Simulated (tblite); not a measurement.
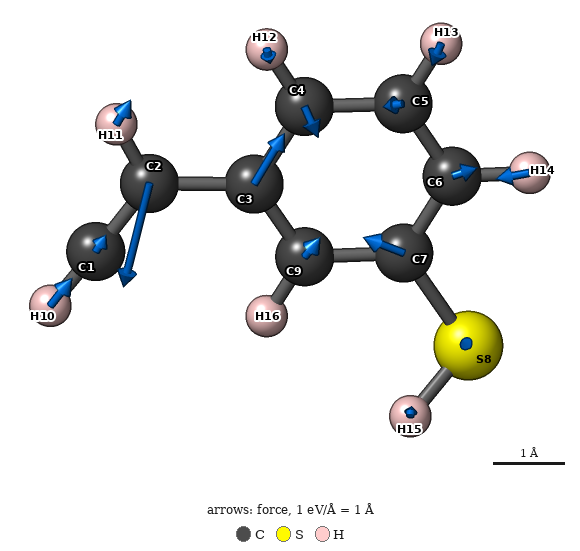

Starting geometry of C8H7S (multiplicity 2) with the computed forces as blue arrows. The picture is a ball-and-stick view, seen at a tilt.

These are results of tblite, GFN2-xTB geometry optimisation, gas phase, not measurements. 

What follows when this structure is relaxed?

It isn't relaxed: the largest force vector, on C2, is 1.65 eV/Å. The final displacements have little in common with the starting forces (cosine between the two patterns 0.18). H10 moves most after the best rigid fit: 0.51 Å. Largest moves by element: H 0.51 Å, S 0.25 Å, C 0.18 Å. Among the contacts that change: C3–C4 1.412 → 1.393 Å, C2–H11 1.082 → 1.099 Å, C7–C9 1.400 → 1.383 Å, C2–C3 1.479 → 1.463 Å. Among the angles between lasting bonds that change: C2–C1–H10 178.4° → 139.1°, C3–C2–H11 117.8° → 113.3°, C2–C3–C9 122.9° → 120.2°. Groups turn about C7–S8 by about 35°. Over 63 geometry steps the energy falls by 22.1 kJ/mol. The run took 0.37 s on 1 thread of Arm Neoverse V2 (shared host).
